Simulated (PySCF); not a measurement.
# C4H10Si: NMR shifts at several levels of theory

Aim: compute the NMR shifts of C4H10Si (`CC1C[SiH2]C1`) at several levels, and see how far they spread and what each costs.

Computed with PySCF 2.14.0, with density-fitted response routines of our own, on a single molecule in the gas phase. Atoms are numbered from 0 throughout.

### 1 Starting geometry

15 atoms, charge 0, multiplicity 1; geometry from: PBE0-D3(BJ)/def2-SVP.

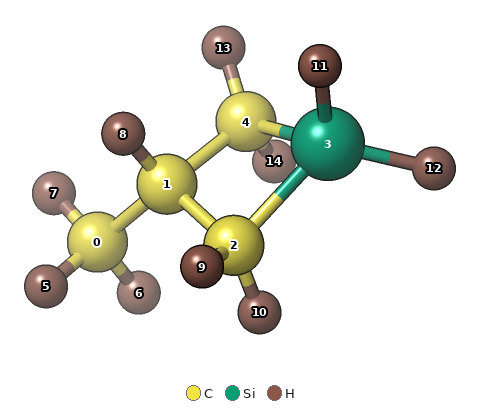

As it starts; carbon yellow, silicon teal, hydrogen brown, atoms numbered; sticks join atoms by distance.

### 2 NMR shieldings: HF/pcSseg-1

Job settings and geometry (Å):

```
{"job": {"kind": "nmr", "xc": "HF", "basis": "pcSseg-1", "pop": false}, "charge": 0, "multiplicity": 1}
C     -1.822190    -0.517752     0.051618
C     -0.393345    -0.379958     0.544191
C      0.679065    -1.206898    -0.221872
Si     1.901068     0.176250     0.202292
C      0.233494     1.041165     0.443415
H     -2.171544    -1.560237     0.122559
H     -1.899502    -0.208739    -1.003980
H     -2.511028     0.111929     0.637197
H     -0.355035    -0.685652     1.605635
H      0.821657    -2.247342     0.102345
H      0.462235    -1.205863    -1.304305
H      2.648657    -0.051588     1.478170
H      2.862432     0.671043    -0.832572
H      0.036691     1.724603     1.281392
H     -0.083509     1.535128    -0.491425
```

With the program's defaults for keys left out, this is: GIAO HF/pcSseg-1 NMR shielding, non-relativistic, gas phase.

Started as:

```sh
$ OMP_NUM_THREADS=1 python probes_run.py task.json out
```

One launch serves the whole session: the jobs run in the order shown.

Log:

```text
final grid: 110480 points
cycle   1  E = -446.1018962205  dE =  7.679e-01  |g| = 3.636e-01  |ddm| = 3.170e+00
cycle   2  E = -446.1527981023  dE = -5.090e-02  |g| = 1.050e-01  |ddm| = 4.544e-01
cycle   3  E = -446.1568011225  dE = -4.003e-03  |g| = 4.251e-02  |ddm| = 1.701e-01
cycle   4  E = -446.1573167977  dE = -5.157e-04  |g| = 6.046e-03  |ddm| = 4.949e-02
cycle   5  E = -446.1573294053  dE = -1.261e-05  |g| = 1.388e-03  |ddm| = 1.002e-02
cycle   6  E = -446.1573304069  dE = -1.002e-06  |g| = 3.712e-04  |ddm| = 3.346e-03
cycle   7  E = -446.1573304892  dE = -8.237e-08  |g| = 1.169e-04  |ddm| = 9.291e-04
cycle   8  E = -446.1573304970  dE = -7.750e-09  |g| = 3.547e-05  |ddm| = 2.799e-04
cycle   9  E = -446.1573304977  dE = -7.587e-10  |g| = 5.923e-06  |ddm| = 8.840e-05
converged SCF energy = -446.1573304977

GIAO shielding tensors (ppm)
atom      isotropic    diamagn.    paramagn.     s11        s22        s33       span
  0 C      163.248     243.059     -79.810    149.957    151.421    188.368     38.411
  1 C      163.111     249.372     -86.261    149.929    169.273    170.130     20.200
  2 C      174.637     253.219     -78.582    156.437    167.899    199.576     43.139
  3 Si     429.822     875.664    -445.842    406.825    428.891    453.751     46.926
  4 C      174.618     252.424     -77.806    156.566    167.613    199.675     43.108
  5 H       30.379      29.265       1.114     25.945     27.701     37.492     11.547
  6 H       30.780      30.013       0.767     27.202     29.411     35.726      8.524
  7 H       30.369      29.349       1.019     25.936     27.667     37.503     11.566
  8 H       29.784      33.137      -3.353     26.352     28.507     34.493      8.141
  9 H       30.722      31.232      -0.510     26.708     27.068     38.390     11.681
 10 H       31.117      32.098      -0.981     28.122     29.186     36.044      7.922
 11 H       27.434      28.989      -1.555     24.783     25.128     32.391      7.608
 12 H       27.393      28.477      -1.084     24.304     24.489     33.387      9.082
 13 H       30.714      31.350      -0.636     26.707     27.067     38.368     11.660
 14 H       31.119      32.139      -1.020     28.106     29.189     36.062      7.956
```

Wall time 4.8 s (1 thread of Arm Neoverse V2, shared host); peak memory 0.74 GiB.

The references, computed at this level on geometries of the same kind, shield at (ppm): 1H TMS 31.69, 13C TMS 190.8, 29Si TMS 393.4. Their shielding less the atom's gives the shift. The references are single molecules in the gas phase. Atoms listed in one row are averaged.

| atoms | environment | σ (ppm) | δ (ppm) |
| --- | --- | --- | --- |
| C1 | sp3 CH in a ring | 163.1 | 27.7 |
| C0 | methyl carbon | 163.2 | 27.6 |
| C2, C4 | sp3 CH2 bonded to Si | 174.6 | 16.2 |
| H12 | hydrogen on a silicon bonded to 2 C, in a 4-membered ring | 27.39 | 4.29 |
| H11 | hydrogen on a silicon bonded to 2 C, in a 4-membered ring | 27.43 | 4.25 |
| H8 | hydrogen on an sp3 CH in a ring | 29.78 | 1.90 |
| H5, H6, H7 | hydrogen on a methyl carbon | 30.51 | 1.18 |
| H9, H13 | hydrogen on an sp3 CH2 bonded to Si | 30.72 | 0.97 |
| H10, H14 | hydrogen on an sp3 CH2 bonded to Si | 31.12 | 0.57 |
| Si3 | silicon bonded to 2 C, 2 H, in a 4-membered ring | 429.8 | -36.4 |

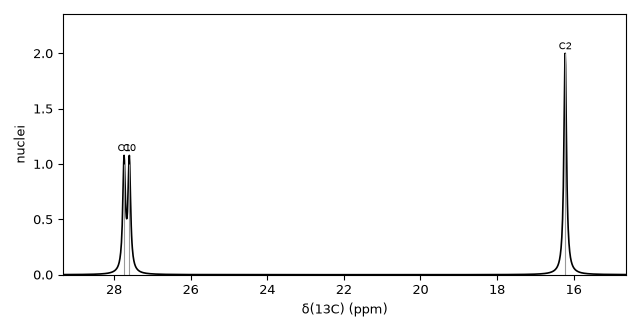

13C lines at the computed shifts, without couplings. Lines are broadened to a width of 0.08 ppm (Lorentzian).

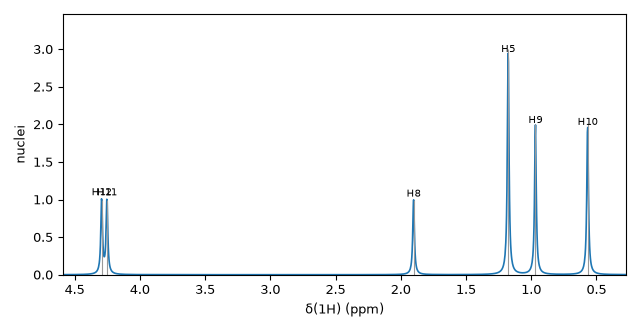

1H lines at the computed shifts, without couplings. Lines are broadened to a width of 0.01 ppm (Lorentzian).

Ring of atoms C1, C2, Si3, C4: NICS(0) -3.7, NICS(1) -2.9, NICS(1)zz 2.1 ppm (means of both faces). The ring holds saturated atoms, so no π current runs round it: these values come from its σ bonds, any local π bonds and neighbouring rings, and say nothing of aromaticity.

### 3 Shielding tensors: LDA/pcSseg-1

Settings changed since step 2:

```diff
@@ -1,2 +1,2 @@
-{"job": {"kind": "nmr", "xc": "HF", "basis": "pcSseg-1", "pop": false}, "charge": 0, "multiplicity": 1}
+{"job": {"kind": "nmr", "xc": "LDA", "basis": "pcSseg-1", "pop": false}, "charge": 0, "multiplicity": 1}
 C     -1.822190    -0.517752     0.051618
```

With the program's defaults for keys left out, this is: GIAO LDA/pcSseg-1 NMR shielding, non-relativistic, gas phase.

Log:

```text
coarse grid: 12168 points
cycle   1  E = -445.0595292042  dE =  1.993e-01  |g| = 6.717e-01  |ddm| = 3.340e+00
cycle   2  E = -444.7277780300  dE =  3.318e-01  |g| = 1.256e+00  |ddm| = 2.109e+00
cycle   3  E = -445.1791764193  dE = -4.514e-01  |g| = 1.173e-01  |ddm| = 1.688e+00
cycle   4  E = -445.1828689676  dE = -3.693e-03  |g| = 4.601e-02  |ddm| = 1.952e-01
cycle   5  E = -445.1833278198  dE = -4.589e-04  |g| = 1.059e-02  |ddm| = 4.006e-02
cycle   6  E = -445.1833616085  dE = -3.379e-05  |g| = 2.263e-03  |ddm| = 1.798e-02
cycle   7  E = -445.1833629908  dE = -1.382e-06  |g| = 3.898e-04  |ddm| = 3.667e-03
final grid: 110480 points
cycle   8  E = -445.2285735339  dE = -3.468e-05  |g| = 3.553e-03  |ddm| = 2.620e-02
cycle   9  E = -445.2285670648  dE =  6.469e-06  |g| = 6.066e-03  |ddm| = 8.958e-03
cycle  10  E = -445.2285768233  dE = -9.758e-06  |g| = 6.108e-04  |ddm| = 6.381e-03
cycle  11  E = -445.2285769291  dE = -1.058e-07  |g| = 1.598e-04  |ddm| = 9.373e-04
cycle  12  E = -445.2285769347  dE = -5.573e-09  |g| = 4.762e-05  |ddm| = 1.488e-04
cycle  13  E = -445.2285769353  dE = -5.861e-10  |g| = 1.354e-05  |ddm| = 6.872e-05
converged SCF energy = -445.2285769353

GIAO shielding tensors (ppm)
atom      isotropic    diamagn.    paramagn.     s11        s22        s33       span
  0 C      150.372     246.151     -95.779    133.397    134.915    182.803     49.406
  1 C      143.891     251.241    -107.350    123.746    153.161    154.765     31.019
  2 C      159.850     252.419     -92.569    137.924    151.293    190.333     52.409
  3 Si     366.218     880.533    -514.315    327.139    369.173    402.341     75.202
  4 C      159.816     251.758     -91.943    137.994    151.015    190.438     52.444
  5 H       29.514      28.558       0.956     25.464     26.870     36.208     10.744
  6 H       29.955      29.700       0.255     26.919     28.792     34.155      7.237
  7 H       29.500      28.698       0.802     25.440     26.847     36.214     10.774
  8 H       28.165      32.100      -3.935     25.264     27.645     31.587      6.323
  9 H       29.543      30.089      -0.546     25.916     26.301     36.411     10.495
 10 H       29.918      31.028      -1.110     27.562     28.320     33.874      6.312
 11 H       25.962      28.256      -2.294     23.737     23.815     30.333      6.597
 12 H       25.805      27.693      -1.888     22.911     22.943     31.562      8.651
 13 H       29.532      30.233      -0.701     25.908     26.304     36.384     10.476
 14 H       29.925      31.081      -1.157     27.560     28.317     33.897      6.338
```

It took 13 s on 1 thread of Arm Neoverse V2, shared host; peak memory 0.74 GiB.

Key values: δ C1 36.8, C0 30.3, C2 20.9, Si3 -47.9, H12 5.02, H11 4.87 ppm (means over like atoms).

### 4 Nuclear shieldings: PBE/pcSseg-1

Settings changed since step 3:

```diff
@@ -1,2 +1,2 @@
-{"job": {"kind": "nmr", "xc": "LDA", "basis": "pcSseg-1", "pop": false}, "charge": 0, "multiplicity": 1}
+{"job": {"kind": "nmr", "xc": "PBE", "basis": "pcSseg-1", "pop": false}, "charge": 0, "multiplicity": 1}
 C     -1.822190    -0.517752     0.051618
```

With the program's defaults for keys left out, this is: GIAO PBE/pcSseg-1 NMR shielding, non-relativistic, gas phase.

Log:

```text
coarse grid: 12168 points
cycle   1  E = -447.3569292454  dE =  1.938e-01  |g| = 6.321e-01  |ddm| = 3.339e+00
cycle   2  E = -447.0851012254  dE =  2.718e-01  |g| = 1.149e+00  |ddm| = 1.981e+00
cycle   3  E = -447.4649889534  dE = -3.799e-01  |g| = 1.085e-01  |ddm| = 1.548e+00
cycle   4  E = -447.4681624361  dE = -3.173e-03  |g| = 4.104e-02  |ddm| = 1.767e-01
cycle   5  E = -447.4685316955  dE = -3.693e-04  |g| = 9.155e-03  |ddm| = 3.676e-02
cycle   6  E = -447.4685569969  dE = -2.530e-05  |g| = 1.691e-03  |ddm| = 1.495e-02
cycle   7  E = -447.4685577998  dE = -8.030e-07  |g| = 3.923e-04  |ddm| = 2.915e-03
final grid: 110480 points
cycle   8  E = -447.5103785325  dE = -1.815e-05  |g| = 1.283e-02  |ddm| = 3.721e-02
cycle   9  E = -447.5102791462  dE =  9.939e-05  |g| = 2.284e-02  |ddm| = 3.526e-02
cycle  10  E = -447.5104214073  dE = -1.423e-04  |g| = 1.605e-03  |ddm| = 2.505e-02
cycle  11  E = -447.5104220655  dE = -6.582e-07  |g| = 3.926e-04  |ddm| = 2.100e-03
cycle  12  E = -447.5104221022  dE = -3.673e-08  |g| = 5.363e-05  |ddm| = 3.627e-04
cycle  13  E = -447.5104221030  dE = -7.649e-10  |g| = 2.158e-05  |ddm| = 9.933e-05
converged SCF energy = -447.5104221030

GIAO shielding tensors (ppm)
atom      isotropic    diamagn.    paramagn.     s11        s22        s33       span
  0 C      149.815     245.202     -95.387    133.714    135.415    180.315     46.601
  1 C      142.853     250.850    -107.997    123.507    151.992    153.060     29.553
  2 C      159.649     251.960     -92.311    138.714    151.769    188.463     49.750
  3 Si     379.506     880.124    -500.618    345.200    379.918    413.399     68.199
  4 C      159.615     251.305     -91.690    138.797    151.489    188.560     49.762
  5 H       29.864      28.889       0.975     25.968     27.309     36.314     10.346
  6 H       30.305      30.157       0.148     27.391     29.141     34.383      6.993
  7 H       29.851      29.058       0.793     25.946     27.286     36.320     10.374
  8 H       28.637      32.602      -3.965     25.823     28.138     31.950      6.127
  9 H       29.948      30.533      -0.584     26.428     26.797     36.620     10.192
 10 H       30.326      31.539      -1.213     28.037     28.747     34.194      6.157
 11 H       26.521      28.786      -2.265     24.306     24.423     30.835      6.529
 12 H       26.347      28.248      -1.901     23.490     23.527     32.024      8.535
 13 H       29.938      30.707      -0.769     26.420     26.800     36.595     10.174
 14 H       30.332      31.618      -1.286     28.032     28.747     34.216      6.184
```

It took 15 s on 1 thread of Arm Neoverse V2, shared host; peak memory 0.75 GiB.

This run: δ C1 37.2, C0 30.2, C2 20.4, Si3 -44.9, H12 4.85, H11 4.68 ppm (means over like atoms).

### 5 Nuclear shieldings: BLYP/pcSseg-1

Settings changed since step 4:

```diff
@@ -1,2 +1,2 @@
-{"job": {"kind": "nmr", "xc": "PBE", "basis": "pcSseg-1", "pop": false}, "charge": 0, "multiplicity": 1}
+{"job": {"kind": "nmr", "xc": "BLYP", "basis": "pcSseg-1", "pop": false}, "charge": 0, "multiplicity": 1}
 C     -1.822190    -0.517752     0.051618
```

Method: GIAO BLYP/pcSseg-1 NMR shielding, non-relativistic, gas phase.

Log:

```text
coarse grid: 12168 points
cycle   1  E = -447.6102424344  dE =  1.961e-01  |g| = 6.698e-01  |ddm| = 3.355e+00
cycle   2  E = -447.2965195920  dE =  3.137e-01  |g| = 1.226e+00  |ddm| = 2.103e+00
cycle   3  E = -447.7296652838  dE = -4.331e-01  |g| = 1.191e-01  |ddm| = 1.676e+00
cycle   4  E = -447.7334495848  dE = -3.784e-03  |g| = 4.835e-02  |ddm| = 2.019e-01
cycle   5  E = -447.7339630650  dE = -5.135e-04  |g| = 1.091e-02  |ddm| = 4.234e-02
cycle   6  E = -447.7339987351  dE = -3.567e-05  |g| = 1.567e-03  |ddm| = 1.676e-02
cycle   7  E = -447.7339994342  dE = -6.992e-07  |g| = 4.903e-04  |ddm| = 2.996e-03
final grid: 110480 points
cycle   8  E = -447.7809171374  dE = -2.656e-05  |g| = 8.761e-03  |ddm| = 3.141e-02
cycle   9  E = -447.7808731510  dE =  4.399e-05  |g| = 1.534e-02  |ddm| = 2.356e-02
cycle  10  E = -447.7809368405  dE = -6.369e-05  |g| = 1.316e-03  |ddm| = 1.683e-02
cycle  11  E = -447.7809373006  dE = -4.601e-07  |g| = 2.660e-04  |ddm| = 1.705e-03
cycle  12  E = -447.7809373171  dE = -1.648e-08  |g| = 6.158e-05  |ddm| = 2.680e-04
cycle  13  E = -447.7809373180  dE = -9.379e-10  |g| = 2.009e-05  |ddm| = 9.886e-05
converged SCF energy = -447.7809373180

GIAO shielding tensors (ppm)
atom      isotropic    diamagn.    paramagn.     s11        s22        s33       span
  0 C      144.407     244.275     -99.868    127.905    130.054    175.261     47.356
  1 C      136.107     249.831    -113.725    116.831    145.461    146.028     29.197
  2 C      153.870     251.194     -97.324    133.186    145.157    183.266     50.080
  3 Si     369.549     879.890    -510.341    336.528    368.774    403.345     66.817
  4 C      153.840     250.590     -96.750    133.286    144.864    183.370     50.084
  5 H       30.003      28.937       1.066     26.283     27.550     36.174      9.890
  6 H       30.453      30.478      -0.025     27.714     29.327     34.318      6.604
  7 H       29.990      29.149       0.841     26.263     27.528     36.179      9.916
  8 H       28.848      32.568      -3.721     26.229     28.395     31.918      5.689
  9 H       30.124      30.584      -0.460     26.759     27.167     36.445      9.686
 10 H       30.532      31.847      -1.315     28.365     29.052     34.180      5.814
 11 H       26.812      29.132      -2.320     24.623     24.743     31.071      6.447
 12 H       26.602      28.615      -2.012     23.789     23.820     32.198      8.409
 13 H       30.115      30.804      -0.689     26.752     27.171     36.421      9.669
 14 H       30.538      31.955      -1.417     28.360     29.052     34.201      5.840
```

Run time: 15 s. Hardware: 1 thread of Arm Neoverse V2, shared host; peak memory 0.75 GiB.

Key values: δ C1 39.2, C0 30.9, C2 21.5, Si3 -46.1, H12 4.76, H11 4.55 ppm (means over like atoms).

### 6 Shielding tensors: BP86/pcSseg-1

Settings changed since step 5:

```diff
@@ -1,2 +1,2 @@
-{"job": {"kind": "nmr", "xc": "BLYP", "basis": "pcSseg-1", "pop": false}, "charge": 0, "multiplicity": 1}
+{"job": {"kind": "nmr", "xc": "BP86", "basis": "pcSseg-1", "pop": false}, "charge": 0, "multiplicity": 1}
 C     -1.822190    -0.517752     0.051618
```

Level: GIAO BP86/pcSseg-1 NMR shielding, non-relativistic, gas phase.

Log:

```text
coarse grid: 12168 points
cycle   1  E = -447.7651522119  dE =  1.923e-01  |g| = 6.199e-01  |ddm| = 3.340e+00
cycle   2  E = -447.5168386050  dE =  2.483e-01  |g| = 1.110e+00  |ddm| = 1.849e+00
cycle   3  E = -447.8687910889  dE = -3.520e-01  |g| = 1.057e-01  |ddm| = 1.443e+00
cycle   4  E = -447.8718208027  dE = -3.030e-03  |g| = 3.924e-02  |ddm| = 1.730e-01
cycle   5  E = -447.8721603052  dE = -3.395e-04  |g| = 8.709e-03  |ddm| = 3.488e-02
cycle   6  E = -447.8721832955  dE = -2.299e-05  |g| = 1.628e-03  |ddm| = 1.416e-02
cycle   7  E = -447.8721840747  dE = -7.792e-07  |g| = 3.930e-04  |ddm| = 2.753e-03
final grid: 110480 points
cycle   8  E = -447.9138542701  dE = -3.890e-05  |g| = 4.801e-03  |ddm| = 3.176e-02
cycle   9  E = -447.9138425534  dE =  1.172e-05  |g| = 7.974e-03  |ddm| = 1.189e-02
cycle  10  E = -447.9138597434  dE = -1.719e-05  |g| = 7.712e-04  |ddm| = 8.564e-03
cycle  11  E = -447.9138598538  dE = -1.104e-07  |g| = 2.761e-04  |ddm| = 1.136e-03
cycle  12  E = -447.9138598723  dE = -1.853e-08  |g| = 4.064e-05  |ddm| = 2.227e-04
cycle  13  E = -447.9138598727  dE = -3.923e-10  |g| = 1.519e-05  |ddm| = 6.951e-05
converged SCF energy = -447.9138598727

GIAO shielding tensors (ppm)
atom      isotropic    diamagn.    paramagn.     s11        s22        s33       span
  0 C      149.522     245.576     -96.054    133.689    135.302    179.575     45.887
  1 C      142.507     251.164    -108.657    122.831    151.826    152.865     30.034
  2 C      159.112     252.488     -93.377    138.342    151.196    187.796     49.453
  3 Si     377.486     880.154    -502.668    344.133    376.865    411.460     67.327
  4 C      159.078     251.845     -92.767    138.439    150.903    187.890     49.451
  5 H       29.927      28.951       0.976     26.033     27.379     36.369     10.336
  6 H       30.349      30.281       0.069     27.419     29.197     34.431      7.013
  7 H       29.914      29.127       0.788     26.013     27.355     36.375     10.363
  8 H       28.725      32.652      -3.927     25.954     28.236     31.985      6.030
  9 H       30.020      30.594      -0.575     26.527     26.873     36.660     10.133
 10 H       30.386      31.691      -1.305     28.086     28.835     34.236      6.151
 11 H       26.602      28.877      -2.275     24.379     24.501     30.925      6.546
 12 H       26.421      28.347      -1.926     23.563     23.598     32.101      8.538
 13 H       30.010      30.782      -0.772     26.520     26.875     36.635     10.115
 14 H       30.391      31.775      -1.384     28.081     28.835     34.258      6.178
```

It took 15 s on 1 thread of Arm Neoverse V2, shared host; peak memory 0.75 GiB.

In short: δ C1 37.2, C0 30.2, C2 20.6, Si3 -43.6, H12 4.85, H11 4.66 ppm (means over like atoms).

### 7 NMR shieldings: OPBE/pcSseg-1

Settings changed since step 6:

```diff
@@ -1,2 +1,2 @@
-{"job": {"kind": "nmr", "xc": "BP86", "basis": "pcSseg-1", "pop": false}, "charge": 0, "multiplicity": 1}
+{"job": {"kind": "nmr", "xc": "OPBE", "basis": "pcSseg-1", "pop": false}, "charge": 0, "multiplicity": 1}
 C     -1.822190    -0.517752     0.051618
```

With the program's defaults for keys left out, this is: GIAO OPBE/pcSseg-1 NMR shielding, non-relativistic, gas phase.

Log:

```text
coarse grid: 12168 points
cycle   1  E = -447.6787740080  dE =  1.619e-01  |g| = 5.535e-01  |ddm| = 3.341e+00
cycle   2  E = -447.4896092661  dE =  1.892e-01  |g| = 9.770e-01  |ddm| = 1.816e+00
cycle   3  E = -447.7669762493  dE = -2.774e-01  |g| = 8.740e-02  |ddm| = 1.328e+00
cycle   4  E = -447.7690150842  dE = -2.039e-03  |g| = 3.184e-02  |ddm| = 1.339e-01
cycle   5  E = -447.7692396125  dE = -2.245e-04  |g| = 7.108e-03  |ddm| = 2.967e-02
cycle   6  E = -447.7692550769  dE = -1.546e-05  |g| = 1.677e-03  |ddm| = 1.238e-02
cycle   7  E = -447.7692558372  dE = -7.602e-07  |g| = 4.304e-04  |ddm| = 2.785e-03
final grid: 110480 points
cycle   8  E = -447.7849206891  dE = -1.331e-04  |g| = 1.122e-02  |ddm| = 5.393e-02
cycle   9  E = -447.7848688038  dE =  5.189e-05  |g| = 1.695e-02  |ddm| = 2.950e-02
cycle  10  E = -447.7849476370  dE = -7.883e-05  |g| = 2.195e-03  |ddm| = 2.064e-02
cycle  11  E = -447.7849486048  dE = -9.678e-07  |g| = 6.290e-04  |ddm| = 2.833e-03
cycle  12  E = -447.7849487021  dE = -9.732e-08  |g| = 8.253e-05  |ddm| = 5.453e-04
cycle  13  E = -447.7849487035  dE = -1.374e-09  |g| = 3.233e-05  |ddm| = 1.308e-04
cycle  14  E = -447.7849487038  dE = -2.985e-10  |g| = 8.607e-06  |ddm| = 4.787e-05
converged SCF energy = -447.7849487038

GIAO shielding tensors (ppm)
atom      isotropic    diamagn.    paramagn.     s11        s22        s33       span
  0 C      156.697     245.555     -88.858    142.011    143.406    184.674     42.663
  1 C      150.634     252.007    -101.374    132.054    159.459    160.388     28.334
  2 C      166.414     252.595     -86.181    146.193    160.383    192.666     46.473
  3 Si     400.368     880.309    -479.941    367.187    401.194    432.722     65.535
  4 C      166.377     251.907     -85.530    146.274    160.114    192.743     46.469
  5 H       29.924      28.998       0.927     25.908     27.326     36.539     10.632
  6 H       30.335      30.008       0.328     27.248     29.101     34.656      7.408
  7 H       29.912      29.136       0.777     25.889     27.301     36.547     10.659
  8 H       28.694      32.961      -4.267     25.648     28.126     32.308      6.660
  9 H       30.019      30.737      -0.718     26.386     26.683     36.987     10.602
 10 H       30.320      31.489      -1.169     27.897     28.620     34.442      6.545
 11 H       26.601      28.706      -2.105     24.322     24.555     30.927      6.605
 12 H       26.462      28.179      -1.716     23.605     23.656     32.126      8.521
 13 H       30.008      30.893      -0.885     26.379     26.685     36.961     10.583
 14 H       30.325      31.564      -1.239     27.891     28.621     34.464      6.574
```

It took 16 s on 1 thread of Arm Neoverse V2, shared host; peak memory 0.75 GiB.

This run: δ C1 34.5, C0 28.4, C2 18.7, Si3 -40.1, H12 4.77, H11 4.63 ppm (means over like atoms).

[end of part 1 of 2]
